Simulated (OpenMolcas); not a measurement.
**triplet SiNH4ClO: levels of theory compared**

Aim: a comparison of 4 runs (UHF/6-31G*, U-revPBE/6-31G*, UM06-2X/6-31G*, UPBE0/6-31G*) of triplet SiNH4ClO. 

Program for the calculation: OpenMolcas 26.06.

2 further runs of the same task are left out: 2 set aside as unsound or not needed.

**1. The molecule**

The species is SiNH4ClO (8 atoms), meant as a triplet with charge 0. SMILES of the parent species: `N[SiH](O)Cl`. Geometry: relaxed at PBE0-D4/def2-TZVP. This is one conformer, not always the lowest. That shape belongs to the parent species and isn't relaxed for this state.

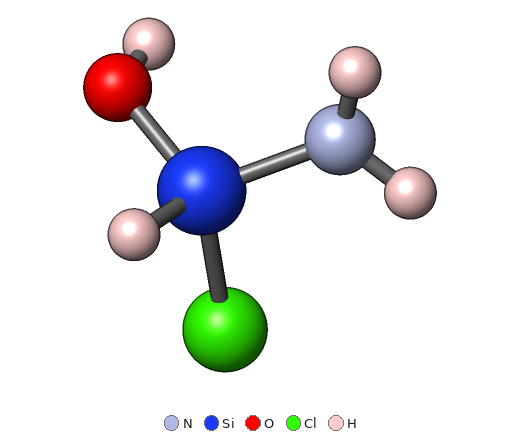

Viewed from a chosen angle; nitrogen light blue, silicon blue, oxygen red, chlorine green, hydrogen pink.

**2. A single-point energy at UHF/6-31G(d) (spherical functions) (run 1)**

Contents of mol.inp:

```
&GATEWAY
BasLib=$CurrDir
Coord
8
angstrom
N       -0.749800       0.885600      -0.289000
Si       0.524400      -0.226200      -0.115300
O        0.551300      -0.861300       1.386900
Cl       0.173100      -1.641600      -1.566900
H       -1.217200       0.998000      -1.172700
H       -0.806900       1.712400       0.283000
H        1.896700       0.277200      -0.308600
H       -0.279500      -1.201200       1.726700
Basis=6-31Gs
Group=NoSym
&SEWARD
&SCF
UHF
Spin=3
Thresholds=1e-10 1e-07 1e-07 1e-05
PrOrbitals=1 2
```

The basis set 6-31G* is read from a file made from the Basis Set Exchange's data (not shown).

Started as:

```
$ export MOLCAS_MEM=1860
$ pymolcas mol.inp > mol.log
```

Output:

```text
--- Start Module: gateway ---
[...]
--- Stop Module: gateway /rc=_RC_ALL_IS_WELL_ ---
--- Start Module: seward ---
[...]
      Basis functions           72
--- Stop Module: seward /rc=_RC_ALL_IS_WELL_ ---
[...]
--- Start Module: scf ---
[...]
       Convergence after  28 Iterations
[...]
::    Total SCF energy                               -879.9045393251
[...]
      Total spin, S                                     1.0025117584
[...]
      Total electronic charge=   50.000000
      Total            charge=   -0.000000
[...]
      Dipole Moment (debye):
      Origin of the operator (angstrom)=    0.1921   -0.6528   -0.4058
                   X= -1.7549E+00               Y=  4.5118E-01               Z=  2.9832E-01           Total=  1.8364E+00
      Quadrupole Moment (debye*angstrom):
[...]
--- Stop Module: scf /rc=_RC_ALL_IS_WELL_ ---
[...]
```

It took 6.3 s on 1 thread of Intel Xeon Platinum 8375C at 2.90GHz (Ice Lake), shared host; peak memory 0.42 GiB.

**3. The energy at U-revPBE/6-31G(d) (spherical functions) (run 2)**

Contents of calc.input:

```
&gateway
  baslib=$CurrDir
  basisset
  N.6-31Gs....
  N1 -0.749800 0.885600 -0.289000 angstrom
  End of Basis
  basisset
  Si.6-31Gs....
  Si2 0.524400 -0.226200 -0.115300 angstrom
  End of Basis
  basisset
  O.6-31Gs....
  O3 0.551300 -0.861300 1.386900 angstrom
  End of Basis
  basisset
  Cl.6-31Gs....
  Cl4 0.173100 -1.641600 -1.566900 angstrom
  End of Basis
  basisset
  H.6-31Gs....
  H5 -1.217200 0.998000 -1.172700 angstrom
  H6 -0.806900 1.712400 0.283000 angstrom
  H7 1.896700 0.277200 -0.308600 angstrom
  H8 -0.279500 -1.201200 1.726700 angstrom
  End of Basis

&seward
  gridinput
  Grid=UltraFine
  End of Grid

&scf
  uhf
  spin=3
  ksdft=revPBE
  thresholds=1e-10 1e-07 1e-07 1e-05
  prorbitals=0
```

The basis set 6-31G* is read from a file made from the Basis Set Exchange's data (not shown).

Started as:

```
$ export MOLCAS_MEM=1860
$ pymolcas calc.input > calc.log
```

Output:

```text
--- Start Module: gateway ---
[...]
--- Stop Module: gateway /rc=_RC_ALL_IS_WELL_ ---
--- Start Module: seward ---
[...]
      Basis functions           72
--- Stop Module: seward /rc=_RC_ALL_IS_WELL_ ---
[...]
--- Start Module: scf ---
[...]
       Convergence after  34 Iterations
[...]
::    Total KS-DFT energy                            -881.6995759316
[...]
      Total spin, S                                     1.0009133250
[...]
      Total electronic charge=   50.000000
      Total            charge=   -0.000000
[...]
      Dipole Moment (debye):
      Origin of the operator (angstrom)=    0.1921   -0.6528   -0.4058
                   X= -1.1917E+00               Y=  8.1653E-01               Z=  6.5029E-02           Total=  1.4461E+00
      Quadrupole Moment (debye*angstrom):
[...]
--- Stop Module: scf /rc=_RC_ALL_IS_WELL_ ---
[...]
```

Run time: 49 s. Hardware: 1 thread of Intel Xeon Platinum 8375C at 2.90GHz (Ice Lake), shared host; peak memory 0.42 GiB.

Run 3 isn't shown in full; the table further down has it.

**4. A single-point energy at UPBE0/6-31G(d) (spherical functions) (run 4)**

Contents of coord.xyz:

```xyz
8

N     -0.749800     0.885600    -0.289000
Si     0.524400    -0.226200    -0.115300
O      0.551300    -0.861300     1.386900
Cl     0.173100    -1.641600    -1.566900
H     -1.217200     0.998000    -1.172700
H     -0.806900     1.712400     0.283000
H      1.896700     0.277200    -0.308600
H     -0.279500    -1.201200     1.726700
```

Contents of mol.inp:

```
* ClH4NOSi Kohn-Sham DFT

&gateway
 baslib
 $CurrDir
 coord
 coord.xyz
 basis
 6-31Gs
 group
 NoSym

&seward
 gridinput
 Grid=UltraFine
 End of Grid

&scf
 uhf
 spin
 3
 ksdft
 PBE0
 thresholds
 1e-10 1e-07 1e-07 1e-05
 prorbitals
 1
```

The basis set 6-31G* is read from a file made from the Basis Set Exchange's data (not shown).

Started as:

```
$ export MOLCAS_MEM=1860
$ pymolcas mol.inp > mol.log
```

Output:

```text
--- Start Module: gateway ---
[...]
--- Stop Module: gateway /rc=_RC_ALL_IS_WELL_ ---
--- Start Module: seward ---
[...]
      Basis functions           72
--- Stop Module: seward /rc=_RC_ALL_IS_WELL_ ---
[...]
--- Start Module: scf ---
[...]
       Convergence after  29 Iterations
[...]
::    Total KS-DFT energy                            -881.4720430901
[...]
      Total spin, S                                     1.0012031809
[...]
      Total electronic charge=   50.000000
      Total            charge=   -0.000000
[...]
      Dipole Moment (debye):
      Origin of the operator (angstrom)=    0.1921   -0.6528   -0.4058
                   X= -1.5693E+00               Y=  9.0877E-01               Z=  3.8145E-01           Total=  1.8531E+00
      Quadrupole Moment (debye*angstrom):
[...]
--- Stop Module: scf /rc=_RC_ALL_IS_WELL_ ---
[...]
```

It took 43 s on 1 thread of Intel Xeon Platinum 8375C at 2.90GHz (Ice Lake), shared host; peak memory 0.42 GiB.

**5. Overview of the runs**

```
run                                  level  integration grid  energy (Eh)  dipole moment (D)  HOMO energy (eV)   ⟨S²⟩  wall time
  1       UHF/6-31G* (spherical functions)                 –  -879.904539               1.84             -2.69  2.008      6.3 s
  2  U-revPBE/6-31G* (spherical functions)         UltraFine  -881.699576               1.45             -0.48  2.003       49 s
  3   UM06-2X/6-31G* (spherical functions)         UltraFine  -881.783869               1.90             -2.19  2.004       60 s
  4     UPBE0/6-31G* (spherical functions)         UltraFine  -881.472043               1.85             -1.31  2.004       43 s
```

**6. Outcome**

| quantity | value |
| --- | --- |
| run 4: total energy | -881.47204 Eh |
| run 4: dipole moment | 1.85 D |
| run 4: HOMO energy (highest over α and β) | -1.31 eV |
| run 4: ⟨S²⟩ | 2.004 |

**Reading.** The dipole moment (its size) runs from 1.45 D (U-revPBE/6-31G*) to 1.90 D (UM06-2X/6-31G*). Totals of different functionals can't be ranked against each other. All runs together took 2.6 min, the longest 60 s.
